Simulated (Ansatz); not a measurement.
## Electronic structure of F$_{2}$H$_{3}$NSi···HCl in real space

The calculation's input:

```
crystal:
  periodic: [false, false, false]
  atoms:
    - {symbol: Si, position_ang: [-1.090024, 0.114142, -0.333202]}
    - {symbol: Cl, position_ang: [2.902750, -0.451468, -0.906934]}
    - {symbol: F, position_ang: [-1.297088, -1.376937, -0.813936]}
    - {symbol: F, position_ang: [-2.455019, 0.568090, 0.334049]}
    - {symbol: H, position_ang: [-0.815688, 1.013395, -1.458988]}
    - {symbol: H, position_ang: [1.794254, -0.270053, -0.231199]}
    - {symbol: N, position_ang: [0.223092, 0.088145, 0.763722]}
    - {symbol: H, position_ang: [0.498588, 0.963236, 1.189291]}
    - {symbol: H, position_ang: [0.239136, -0.648550, 1.457198]}
basis:
  gaussian: {orbitals: def2-TZVPP}
hamiltonian: {xc: pbe0, dispersion: d4}
output: {orbitals: {seedname: orbitals}}
```

Run with:

```sh
ansatz run in.yaml --threads 4 --pin off --events-out ev --progress --plain --max-ram 9574MiB
```

The product side of a reaction path; geometry: PBE0-D4/def2-TZVP.

Level of theory: RKS PBE0-D4/def2-TZVPP in Ansatz 0.2.0.

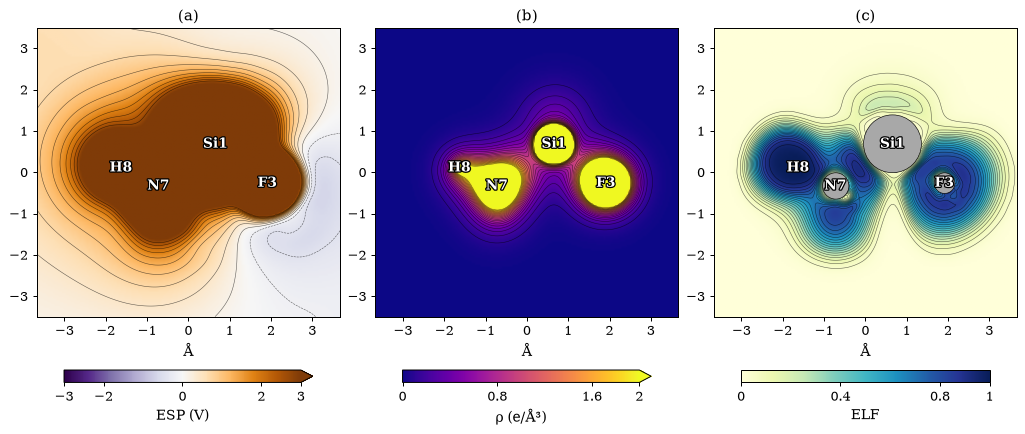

Figure 1. (a) molecular electrostatic potential; (b) total electron density; (c) ELF on the plane of atoms Si1, N7 and H8. Grey discs cover the atomic cores in the ELF map.

### Interpret the plot.

Atoms in the plane: Si, F, N and H.
Si–F (1.58 Å): the density is about 1.2 e/Å³ at the midpoint; the ELF peaks at about 0.85 in the valence shell of F, 0.6 Å from its nucleus, and is about 0.45 at the midpoint.
Si–N (1.71 Å): ρ at the midpoint is about 1.2 e/Å³; the ELF peaks at about 0.90 between the atoms, as expected for a shared but strongly polarised pair.
N–H (1.01 Å): the density is about 2.9 e/Å³ at the midpoint; the ELF climbs to about 1 towards the hydrogen, as it does in any bond to H; an ordinary covalent bond to hydrogen.
The ELF also peaks beside F3, away from the bonds: lone-pair regions.
Outside the dense part of the complex the potential is most negative (−0.7 V) near F3.

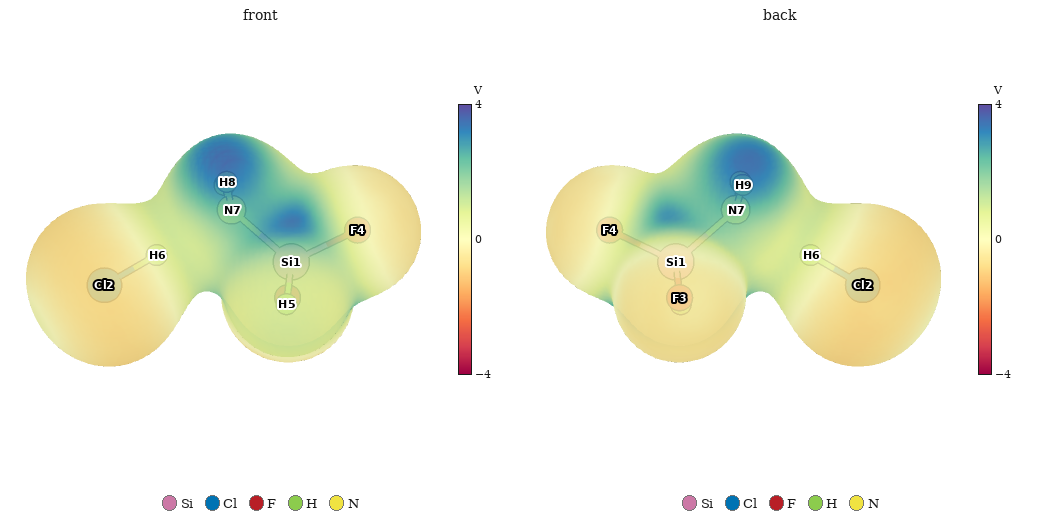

Figure 2. The molecular electrostatic potential painted on the density surface at 0.004 e/bohr³, seen from the front and from behind; the colour scale runs from red (negative) to blue (positive).

### Where is the surface potential most negative and most positive?

The most negative region (about −0.9 V) lies over Cl2, the most positive (about +3.5 V) over Si1, H8 and H9. Cl2 shows a σ-hole: about +0.2 V at the tip opposite its bond, against about −0.8 V on its flanks.
